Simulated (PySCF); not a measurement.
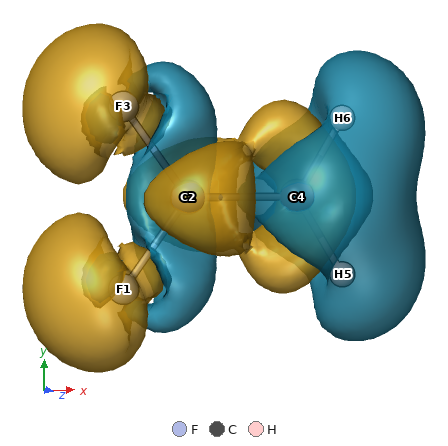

Figure. C₂H₂F₂, SMILES `FC(F)=C`. Change of the electron density in a uniform field of 0.21 V/Å, surfaces at ±0.001 e/Å³ (yellow: gain, teal: loss).

PySCF calculation, PBE0/def2-TZVP, gas phase; geometry: GFN2-xTB. No frequency check shows the geometry to be a minimum. A basis without diffuse functions makes polarisabilities too small.

Geometry (Å), atoms numbered from 1:

```
F1      -0.6961   -1.0821    0.0000
C2       0.0699    0.0002    0.0000
F3      -0.6993    1.0804    0.0000
C4       1.3819    0.0014    0.0000
H5       1.9255   -0.9220    0.0000
H6       1.9227    0.9280    0.0000
```

Q: Along which Cartesian direction does the field point?

A: Along +x: electrons gather on the −x side, against the field.

Q: How large is the response?

A: The induced dipole is 0.34 D (along the field); α along this axis, from the fields in both directions, is 34 bohr³ (5.0 Å³).

Q: Which atoms gain and lose the most charge?

A: Electrons gather most on F1 and F3 alike (Hirshfeld charge changes by −0.008 e) and leave C4 most (+0.010 e); 0.035 electrons are displaced in all.
